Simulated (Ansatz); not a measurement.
**BiOBr (P4/nmm): spin-orbit coupling beyond the local functionals**

How far does spin-orbit coupling move the gap of BiOBr (P4/nmm)?

Main program and level: Ansatz 0.2.0; density functionals with and without spin-orbit coupling, plane waves, PAW.

The database entry behind the starting cell differs from later determinations by our own check (0.1 to 0.3 % short, probably kX units), so it need not match the best structure at ambient conditions.

**1. Starting point**

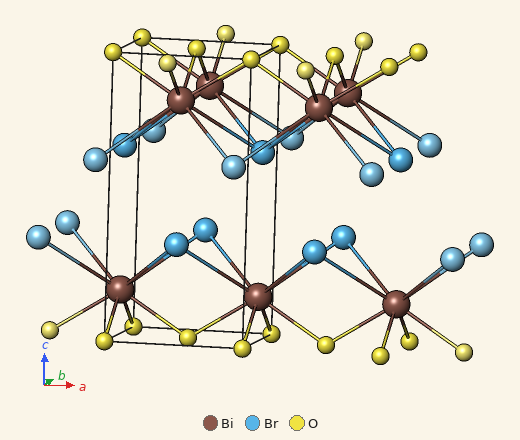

The cell as given, slightly off an axis (bismuth brown, bromine blue, oxygen yellow). 2×1×1 cells are drawn. Some periodic images of atoms are drawn too.

The cell and positions come from the Crystallography Open Database and are kept as given unless a step says otherwise. Spin-orbit coupling is left out unless a step names it. The default PAW set here is soft_2. Its files were made with PBE.

**2. HSE06, 4×4×2 mesh**

This step: DFT, HSE06, plane waves, PAW.

input.yaml reads:

```yaml
crystal:
  lattice:
    - [3.916, 0.0, 0.0]
    - [0.0, 3.916, 0.0]
    - [0.0, 0.0, 8.077]
  atoms:
    - { symbol: Bi, position: [0.0, 0.5, 0.154] }
    - { symbol: Bi, position: [0.5, 0.0, 0.846] }
    - { symbol: Br, position: [0.0, 0.5, 0.653] }
    - { symbol: Br, position: [0.5, 0.0, 0.347] }
    - { symbol: O, position: [0.0, 0.0, 0.0] }
    - { symbol: O, position: [0.5, 0.5, 0.0] }
kpoints:
  mp_grid: { grid: [4, 4, 2] }
  band_path:
    path:
      - [0.0, 0.0, 0.0]
      - [0.0, 0.5, 0.0]
      - [0.5, 0.5, 0.0]
      - [0.0, 0.0, 0.5]
      - [0.0, 0.5, 0.5]
      - [0.5, 0.5, 0.5]
      - [0.0, 0.4, 0.5]
      - [0.0, 0.0, 0.4]
    npoints: 1
hamiltonian:
  xc: hse06
scf:
  occupations: { method: fixed }
  n_extra_bands: 6
output:
  eigenvalues: true
```

Started as:

```console
> ansatz run input.yaml --threads 4 --pin off --max-ram 18432MiB --backend cpu --events-out ev --progress --plain --runs-dir out
```

Numbers of over 12 decimals in the logs are rounded to 6 here.

The log of the run:

```text
scf.n_extra_bands = 6 over 28 filled bands (N_el = 56.0): the run solves 34 bands
Engine: ansatz 0.2.0, aarch64-unknown-linux-gnu
Pseudopotentials: kind: paw
Pseudopotential: Bi, paw, valence charge 15, recommended cutoff 420 eV (normal), Bi.paw.azcp
Pseudopotential: Br, paw, valence charge 7, recommended cutoff 420 eV (normal), Br.paw.azcp
Pseudopotential: O, paw, valence charge 6, recommended cutoff 420 eV (normal), O.paw.azcp
Functional definition: HSE06
  parameter a = 0.25
  parameter omega = 0.11/bohr
  exchange = pbe_x - a*pbe_x_sr(omega) + a*exact_x_sr(omega)
  correlation = pbe_c
davidson cushion auto → on  (no smearing: the cushion is to keep the highest requested band from converging to the state above it; pin scf.eigensolver.cushion to override)
Crystal: 6 atoms, lattice volume = 123.861 Å³
Basis set: ecut = 420 eV, 2419 PW (Γ)
Bands: 34, of which v1, the nominal top of the filled ones, is band 28 counted from 1 (27 counted from 0)
Symmetry: 16 space group operations
Space group: P4/nmm (ITA 129), of the structure as read, at distance tolerance 5.0e-5 Å
k-points: 12 of 32
Non-local potential: Bi, projectors of the file, l = 0: 2, l = 1: 2, l = 2: 2, l = 3: 2
Non-local potential: Br, projectors of the file, l = 0: 2, l = 1: 2, l = 2: 2
Non-local potential: O, projectors of the file, l = 0: 2, l = 1: 2, l = 2: 1
PAW form: soft (Blöchl's): semilocal exchange-correlation on the pseudo side does not see the compensation charge
PAW frozen core: Bi, regenerated for the run's functional, and the local potential with it (the file was generated under x = pbe(κ = 0.804, μ = 0.219515), c = pbe(β = 0.066725))
PAW frozen core: Br, regenerated for the run's functional, and the local potential with it (the file was generated under x = pbe(κ = 0.804, μ = 0.219515), c = pbe(β = 0.066725))
PAW frozen core: O, regenerated for the run's functional, and the local potential with it (the file was generated under x = pbe(κ = 0.804, μ = 0.219515), c = pbe(β = 0.066725))
PAW one-centre angular grid: Bi, 590 points (default); XC on 64 Gauss nodes
PAW one-centre angular grid: Br, 110 points (default); XC on 64 Gauss nodes
PAW one-centre angular grid: O, 110 points (default); XC on 96 Gauss nodes
Initial density: superposition of atomic densities (neutral atoms: chi_scale 0, normalization atom), corrected by the library's trained network
Initial wavefunctions: pseudopotential atomic-orbital guess
Functional: x = pbe(κ = 0.804, μ = 0.219515), c = pbe(β = 0.066725), warm-up for x = pbe(κ = 0.804, μ = 0.219515) + 0.25 (exact − pbe) at short range (hse, ω = 0.207870 Å⁻¹), c = pbe(β = 0.066725); HSE06 as pw.x's `hse` composes it (authors' and Libxc's form: `xc: wpbeh`)
SCF iter   1: F=—  HF=-31495.987526 eV  |F-HF|=—  |Δ(HF+E_count)|=         —  Δρ=2.02e-3  dr2=9.27e-3  ethr=1.77e-3  ⟨swp⟩=6.0  Hψ=1762  notcnv=0
[...]
SCF 2 stopped early in 7 iterations: F = -31506.443707 eV  dr2 = 6.25e-6
hybrid outer 1: dexx = +2.161e-2 eV, tail = 7.49e-5 eV
Exchange kernel: α = 0.2500, screened, ω = 0.2079 Å⁻¹, Wigner–Seitz truncation, v(0) = 1033.7252 eV·Å³, q-mesh 4×4×2, nearest image of the exchange supercell L = 15.66 Å, pair-density grid 24×24×40, without the augmentation charges, whose exchange is taken in its separable form by FFT convolution over the k-point mesh (sized by the pseudopotential files, 27×27×54 at the most), smooth part of the exact exchange by density-matrix convolution
Frozen-core exchange: fock
SCF iter   1: F=—  HF=-31506.443571 eV  |F-HF|=—  |Δ(HF+E_count)|=         —  Δρ=1.03e-4  dr2=2.08e-5  ethr=6.69e-7  ⟨swp⟩=2.0  Hψ=900  notcnv=0
preconditioner: auto → none  [insulator: Δε(μ)=3.192 eV  Ē_g=18.569 eV  n_scr=30 (ndim 8)  ℏωp=25.0 eV  f_vac=0.004]
iter 2 solved again at ethr=1.11e-9 eV; its pass at ethr=3.45e-8 eV (dr2=6.23e-7 eV) is discarded
SCF iter   2: F=—  HF=-31506.443569 eV  |F-HF|=—  |Δ(HF+E_count)|=   1.68e-6  Δρ=2.72e-5  dr2=8.41e-7  ethr=1.11e-9  ⟨swp⟩=3.2  Hψ=2317  notcnv=0
SCF iter   3: F=—  HF=-31506.443570 eV  |F-HF|=—  |Δ(HF+E_count)|=   7.20e-7  Δρ=8.13e-6  dr2=1.19e-7  ethr=1.11e-9  ⟨swp⟩=3.8  Hψ=1138  notcnv=0
SCF iter   4: F=-31506.443570 eV  HF=-31506.443570 eV  |F-HF|=4.45e-9  |Δ(HF+E_count)|=   7.08e-9  Δρ=2.37e-6  dr2=1.33e-8  ethr=1.47e-10  ⟨swp⟩=3.0  Hψ=959  notcnv=0
SCF 3 converged in 4 iterations: F = -31506.443570 eV  dr2 = 1.33e-8
hybrid outer 2: dexx = +9.544e-7 eV, tail = 5.03e-8 eV, Δε = 3.52e-3 eV (about 1.12e-4 eV left of the loop's levels)
NSCF: frozen V_eff on 8 k-points
hybrid SCF converged: 2 outer / 11 inner (+4 warm-up), last move |dexx| = 9.54e-7 eV, tail = 5.03e-8 eV
Stability not checked: this state was not tested for a lower state beside it, because the functional holds exact exchange (a hybrid, or Hartree-Fock), whose exchange loop this test does not read (fock_operator; see scf.lower_state_search)
Free energy (F): -31506.443570 eV
Frozen-core exchange: fock
Harris-Foulkes:  -31506.443570 eV  (|F-HF|=4.45e-9)
Internal energy: -31506.443570 eV  (E = F + TS)
E sigma→0 (E₀):  -31506.443570 eV
Fermi energy:    6.821187 eV
--- Per-component energies (eV) ---
  E_band       = -318.785050
  E_kinetic    = 1218.565230
  E_local      = -5439.171921  (includes V_loc(G=0)·N_el)
  E_nonlocal   = 1366.528251
  E_hartree    = 1994.161281
  E_xc         = -779.852197
  E_vxc        = -548.592264  (∫ρ·V_xc dr)
  E_exx        = -135.028352  (= α·E_x^exact, valence–valence)
  E_paw        = -26214.743016  (= ΣΔE_a)
  E_vpaw       = -634.386869  (= ΣTr[D̂ρ^β])
  E_aug_tail   = 0.004007  (compensation charges beyond the density's cutoff)
  E_ewald      = -3516.430001
  E_core_change = -0.476852  (= ΣΔE_core)
  E_smearing   = -0.000000  (= −TS)
  E_closure    = 0.000000  (closes the sum)
  Σ components = -31506.443570   (vs F -31506.443570, Δ=0.00e0)
--- Band table (eV; the first three rows and the last of 12) ---
  k-point 0: bands = [... 24 lower, 5.7195, 6.0300, 6.0300, 6.2279, 10.2529, 11.1762, 12.9589, 12.9589, ... 2 higher]
  k-point 1: bands = [... 24 lower, 5.7619, 6.3399, 6.3399, 6.7341, 10.0128, 10.4434, 12.7821, 12.7821, ... 2 higher]
  k-point 2: bands = [... 24 lower, 6.1908, 6.3717, 6.4501, 6.7628, 11.8940, 12.1822, 12.1920, 12.7025, ... 2 higher]
  k-point 11: bands = [... 24 lower, 5.5089, 5.5089, 5.6300, 5.6300, 11.9430, 11.9430, 13.4360, 13.4360, ... 2 higher]
```

Elapsed: 42 s, on 4 threads of Arm Neoverse V1, shared host; peak memory 1.7 GiB; 2.5 min of CPU time.

Reading the cycles: dr2 is the Hartree energy of the density residual (eV), the measure of convergence; HF is the Harris–Foulkes estimate of the energy, which meets the free energy F at convergence.

This step gave:

* gap: 3.035 eV
* valence top at: k = (0.000, 0.400, 0.500)
* conduction bottom at: Z
* least direct gap: 3.279 eV
* exact-exchange fraction: 0.25

The gap is indirect, with the least direct gap 0.24 eV higher.

**3. HSE06+SOC, 4×4×2 mesh**

The many-body steps leave out spin-orbit coupling, so its effect is taken from a two-component run, with twice the bands.

This step: DFT, HSE06 with spin-orbit coupling, plane waves, PAW.

Edit input.yaml of step 2 so:

```diff
@@ -29,3 +29,6 @@
   occupations: { method: fixed }
-  n_extra_bands: 6
+  n_extra_bands: 12
+magnetization:
+  noncollinear: true
+  spin_orbit: true
 output:
```

The log of the run:

```text
[...]
non-collinear run that drives no moment, with spin-orbit: no starting moment large enough to seed its density (crystal.atoms[].spin), no starting occupations that ask for one, no magnetisation constraint and no magnetic field, so the semilocal B_xc is pinned to zero
Crystal: 6 atoms, lattice volume = 123.861 Å³
Basis set: ecut = 420 eV, 2419 PW (Γ)
Bands: 68, of which v1, the nominal top of the filled ones, is band 56 counted from 1 (55 counted from 0)
Symmetry: 16 space group operations + 16 with time reversal
[...]
k-points: 12 of 32
Projection manifold: j_resolved (fully-relativistic pseudo-atomic orbitals)
[...]
SCF iter   1: F=—  HF=-31579.774678 eV  |F-HF|=—  |Δ(HF+E_count)|=         —  Δρ=3.50e-2  dr2=1.36e0  dr2_m=0.00e0 (ungated)  ethr=1.00e-1  |M|=0.00e0 ∫|m|=0.00e0 μB  |m|>n=0.0e0 m-floor=0.0e0 τ_xc=0.0e0  β_m=0.30  ⟨swp⟩=4.0  Hψ=2950  notcnv=0
[...]
SCF iter   5: F=—  HF=-31579.561386 eV  |F-HF|=—  |Δ(HF+E_count)|=   3.10e-3  Δρ=2.10e-3  dr2=3.44e-3  dr2_m=0.00e0 (ungated)  ethr=5.28e-6  |M|=0.00e0 ∫|m|=0.00e0 μB  |m|>n=0.0e0 m-floor=0.0e0 τ_xc=0.0e0  β_m=0.41  ⟨swp⟩=3.2  Hψ=3839  notcnv=0  defer=3
eigensolver tolerance schedule calibrated: the retry pair's looser diagonalisation under-reported the residual by θ = 0.14 (0.12/decade); ethr = c·dr2/N_el runs at the constant in force after the calibration composes with the one it found (an armed cap, an earlier calibration), c = 6.5e-2
SCF iter   6: F=-31579.562295 eV  HF=-31579.562235 eV  |F-HF|=6.03e-5  |Δ(HF+E_count)|=   8.49e-4  Δρ=4.76e-4  dr2=1.30e-4  dr2_m=0.00e0 (ungated)  ethr=4.00e-6  |M|=0.00e0 ∫|m|=0.00e0 μB  |m|>n=0.0e0 m-floor=0.0e0 τ_xc=0.0e0  ⟨swp⟩=3.4  Hψ=1960  notcnv=0  defer=2
SCF 1 stopped early in 6 iterations: F = -31579.562295 eV  dr2 = 1.30e-4
[...]
Projection manifold: j_resolved (fully-relativistic pseudo-atomic orbitals)
[...]
Frozen-core exchange: fock
SCF iter   1: F=—  HF=-31528.988386 eV  |F-HF|=—  |Δ(HF+E_count)|=         —  Δρ=7.35e-3  dr2=8.06e-2  dr2_m=0.00e0 (ungated)  ethr=2.31e-6  |M|=0.00e0 ∫|m|=0.00e0 μB  |m|>n=0.0e0 m-floor=0.0e0 τ_xc=0.0e0  β_m=0.30  ⟨swp⟩=7.0  Hψ=4349  notcnv=0
[...]
SCF iter   7: F=-31528.982765 eV  HF=-31528.982766 eV  |F-HF|=7.61e-7  |Δ(HF+E_count)|=   1.06e-5  Δρ=2.57e-5  dr2=1.72e-6  dr2_m=0.00e0 (ungated)  ethr=5.50e-9  |M|=0.00e0 ∫|m|=0.00e0 μB  |m|>n=0.0e0 m-floor=0.0e0 τ_xc=0.0e0  ⟨swp⟩=4.0  Hψ=2794  notcnv=0
SCF 2 stopped early in 7 iterations: F = -31528.982765 eV  dr2 = 1.72e-6
[...]
hybrid outer 1: dexx = +2.345e-2 eV, tail = 7.01e-5 eV
Projection manifold: j_resolved (fully-relativistic pseudo-atomic orbitals)
[...]
Frozen-core exchange: fock
SCF iter   1: F=—  HF=-31528.982611 eV  |F-HF|=—  |Δ(HF+E_count)|=         —  Δρ=3.78e-5  dr2=1.82e-6  dr2_m=0.00e0 (ungated)  ethr=6.26e-7  |M|=0.00e0 ∫|m|=0.00e0 μB  |m|>n=0.0e0 m-floor=0.0e0 τ_xc=0.0e0  β_m=0.30  ⟨swp⟩=2.2  Hψ=1809  notcnv=0
[...]
SCF iter   5: F=-31528.982614 eV  HF=-31528.982614 eV  |F-HF|=2.21e-8  |Δ(HF+E_count)|=   2.05e-7  Δρ=4.26e-6  dr2=2.36e-8  dr2_m=0.00e0 (ungated)  ethr=1.40e-10  |M|=0.00e0 ∫|m|=0.00e0 μB  |m|>n=0.0e0 m-floor=0.0e0 τ_xc=0.0e0  ⟨swp⟩=3.2  Hψ=1897  notcnv=0  defer=2
SCF 3 converged in 5 iterations: F = -31528.982614 eV  dr2 = 2.36e-8
[...]
NSCF: frozen V_eff on 8 k-points
[...]
Magnetization: |M| = 0.0000 μB,  M = (+0.0000, +0.0000, +0.0000) μB
Absolute magnetization: 0.0000 μB (∫|m|)
  site 0: m = (+0.0000, +0.0000, +0.0000) μB, |m| = 0.0000 μB  (R = 0.96 Å)
  site 1: m = (+0.0000, +0.0000, +0.0000) μB, |m| = 0.0000 μB  (R = 0.96 Å)
  site 2: m = (+0.0000, +0.0000, +0.0000) μB, |m| = 0.0000 μB  (R = 1.31 Å)
  site 3: m = (+0.0000, +0.0000, +0.0000) μB, |m| = 0.0000 μB  (R = 1.31 Å)
  site 4: m = (+0.0000, +0.0000, +0.0000) μB, |m| = 0.0000 μB  (R = 0.96 Å)
  site 5: m = (+0.0000, +0.0000, +0.0000) μB, |m| = 0.0000 μB  (R = 0.96 Å)
Free energy (F): -31528.982613 eV
Frozen-core exchange: fock
[...]
Internal energy: -31528.982613 eV  (E = F + TS)
E sigma→0 (E₀):  -31528.982613 eV
Fermi energy:    6.836767 eV
[...]
--- Band table (eV; the first three rows and the last of 12) ---
  k-point 0: bands = [... 52 lower, 6.2167, 6.2167, 6.3405, 6.3405, 9.8716, 9.8716, 10.3257, 10.3257, ... 8 higher]
  k-point 1: bands = [... 52 lower, 6.5078, 6.5078, 6.8127, 6.8127, 9.6702, 9.6702, 9.7957, 9.7957, ... 8 higher]
  k-point 2: bands = [... 52 lower, 6.5008, 6.5008, 6.8105, 6.8105, 10.7176, 10.7176, 11.2629, 11.2629, ... 8 higher]
  k-point 11: bands = [... 52 lower, 5.6376, 5.6376, 5.6376, 5.6376, 11.3637, 11.3637, 11.3637, 11.3637, ... 8 higher]
```

Elapsed: 4.2 min, on 4 threads; peak memory 4.7 GiB; 15 min of CPU time.

Numbers from this step:

```yaml
gap: 2.676 eV
valence_top_at: k = (0.000, 0.400, 0.500)
conduction_bottom_at: Z
least_direct_gap: 2.858 eV
exact_exchange_fraction: 0.25
```

The gap stands −0.36 eV against HSE06.

**4. Together**

Times are wall times on 4 threads of Arm Neoverse V1, shared host, good to a factor of about two.

```csv
level,gap (eV),with coupling (eV),change (eV),time,with coupling
HSE06,3.04,2.68,−0.36,42 s,4.2 min
```

**5. Results**

```
HSE06     : 3.04 eV
HSE06+SOC : 2.68 eV
```

What this shows: Spin-orbit coupling changes the gap by −0.36 eV and the least direct gap by −0.42 eV.

[Paths, hosts, dates, memory and timing lines, banners, echoed tables and standing remarks are left out of the program output.]

[Logs are printed without paths, hosts, clocks, repeated set-up lines and the standing remarks that a program may print on its own settings, such as how far it seeks lower states.]

[Runs of the session that timed out or met a known fault of the program may be left out.]

[Cells called generated may have been cut or substituted from an entry of the Crystallography Open Database or the Materials Project.]

[Hosts, paths, dates, database ids (printed as entryN), source tags and the programs' standing remarks are cut or masked in the printed files.]
